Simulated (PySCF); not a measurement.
# C₃H₇FSeSi: electronic excitations

What electronic excitations should C₃H₇FSeSi (`C[C@@H]1C[Se][Si@@H]1F`) show?

The runs use PySCF 2.14.0, with density-fitted response routines of our own; the level of theory stands in each step. All values are computed, except where a source is named. Atoms count from 0, in the outputs and in this text.

**1. The molecule as given**

13 atoms, charge 0, multiplicity 1; geometry from: GFN2-xTB.

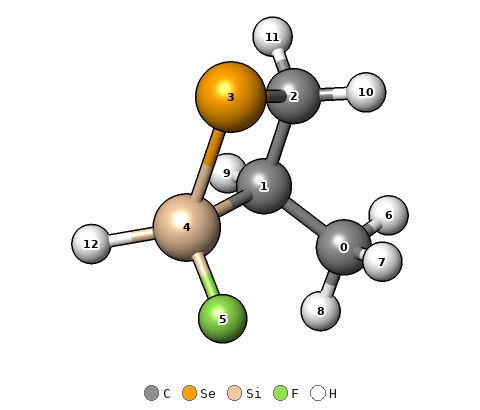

As it starts; carbon grey, selenium orange, silicon light orange, fluorine green, hydrogen white, atoms numbered.

**2. TDDFT and polarisability: CAM-B3LYP/def2-SVPD**

Job settings and geometry (Å):

```
{"job": {"kind": "uv", "xc": "CAM-B3LYP", "basis": "def2-SVPD", "nstates": 8, "ntriplets": 3}, "charge": 0, "multiplicity": 1}
C      1.332417    -0.702194     0.097343
C      0.110189    -0.022359    -0.506705
C      0.008177     1.462068    -0.101977
Se    -1.751680     1.553189     0.841551
Si    -1.572112    -0.614002     0.176012
F     -1.420300    -1.688800     1.367852
H      2.247231    -0.230116    -0.259151
H      1.310677    -0.636853     1.183397
H      1.358144    -1.753501    -0.180997
H      0.172444    -0.104991    -1.594196
H      0.792393     1.766427     0.589496
H     -0.001788     2.151449    -0.944670
H     -2.590181    -1.179832    -0.685684
```

Level: TDDFT CAM-B3LYP/def2-SVPD, vertical, gas phase, core orbitals frozen in the response.

The run is started by

```sh
> OMP_NUM_THREADS=1 python probes_run.py task.json out
```

One launch serves the whole session: the jobs run in the order shown.

Standard output:

```text
coarse grid: 51888 points
cycle   1  E = -2908.9306919630  dE = -2.516e-01  |g| = 5.583e-01  |ddm| = 5.050e+00
cycle   2  E = -2908.9145425066  dE =  1.615e-02  |g| = 7.018e-01  |ddm| = 1.404e+00
cycle   3  E = -2908.9964579977  dE = -8.192e-02  |g| = 6.885e-02  |ddm| = 6.164e-01
cycle   4  E = -2908.9973531205  dE = -8.951e-04  |g| = 2.273e-02  |ddm| = 1.318e-01
cycle   5  E = -2908.9974936242  dE = -1.405e-04  |g| = 7.768e-03  |ddm| = 4.765e-02
cycle   6  E = -2908.9975049858  dE = -1.136e-05  |g| = 8.424e-04  |ddm| = 1.234e-02
cycle   7  E = -2908.9975053708  dE = -3.850e-07  |g| = 4.210e-04  |ddm| = 3.503e-03
final grid: 107832 points
cycle   8  E = -2908.9974871898  dE = -7.009e-08  |g| = 3.715e-04  |ddm| = 3.983e-03
cycle   9  E = -2908.9974871944  dE = -4.512e-09  |g| = 3.844e-04  |ddm| = 1.526e-03
cycle  10  E = -2908.9974872342  dE = -3.984e-08  |g| = 3.728e-05  |ddm| = 6.368e-04
cycle  11  E = -2908.9974872346  dE = -4.288e-10  |g| = 1.527e-05  |ddm| = 6.976e-05
converged SCF energy = -2908.9974872346

Static polarisability (au): isotropic 85.079, principal 71.680 87.889 95.667

Singlet excitations
state   eV       nm        f      main configurations
  1   4.7349    261.9   0.00044   H->L 0.86
  2   5.5762    222.3   0.01693   H->L+1 0.85
  3   6.1182    202.6   0.00837   H-1->L 0.76
  4   6.3354    195.7   0.02368   H->L+2 0.32, H->L+3 0.25, H-1->L 0.14
  5   6.5495    189.3   0.04978   H->L+3 0.53, H->L+2 0.35
  6   6.8437    181.2   0.12610   H-1->L+1 0.78
  7   7.0024    177.1   0.00463   H-1->L+2 0.65, H-1->L+3 0.17
  8   7.0951    174.7   0.02498   H->L+4 0.74, H->L+3 0.12

Triplet excitations (Tamm-Dancoff, eV): 4.2914 5.2011 5.4206
```

Wall time 45 s (1 thread of Arm Neoverse V2, shared host); peak memory 0.93 GiB.

The orbitals next to the gap, with their largest atomic shares:

| orbital | eV | atoms |
| --- | --- | --- |
| HOMO−3 | -10.97 | Se3 26 %, C2 25 %, C1 14 % |
| HOMO−2 | -10.18 | Se3 24 %, Si4 20 %, C2 15 % |
| HOMO−1 | -9.07 | Se3 42 %, C1 21 %, Si4 14 % |
| HOMO | -8.06 | Se3 74 %, C2 10 %, Si4 9 % |
| LUMO | 0.44 | Se3 60 %, C2 15 %, Si4 9 % |
| LUMO+1 | 0.75 | Se3 43 %, Si4 24 %, H12 10 % |
| LUMO+2 | 1.05 | Si4 26 %, Se3 15 %, C0 12 % |

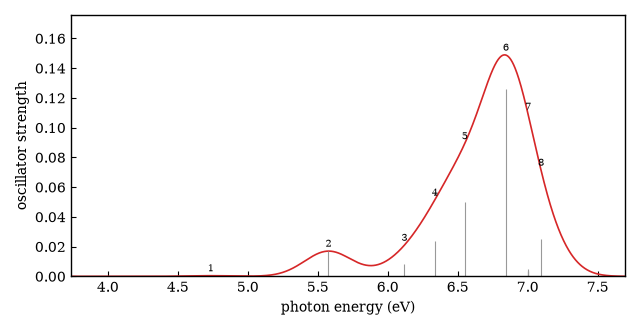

Absorption spectrum from the 8 singlet states computed; above the last one it falls off for lack of states. Lines are broadened to a width of 0.40 eV (Gaussian).

Further results of this job:

| property | computed |
| --- | --- |
| dipole moment (D) | 2.50 |
| polarisability (Å³) | 12.61 |
| HOMO–LUMO gap (eV) | 8.51 |
| −ε(HOMO) (eV) | 8.06 |

**3. What came out**

```
                                quantity                        value
    lowest singlet (CAM-B3LYP/def2-SVPD)  4.73 eV (262 nm), f = 0.000
brightest single state of those computed  state 6, 6.84 eV, f = 0.126
                          lowest triplet                      4.29 eV
```

**Reading.** The first singlet state (HOMO→LUMO 0.86) lies at 4.73 eV and is dark; of the 8 states computed, the strongest absorption comes from state 6 at 6.84 eV. The lowest triplet lies 0.44 eV below the lowest singlet (triplets in Tamm-Dancoff, singlets in full TDDFT).
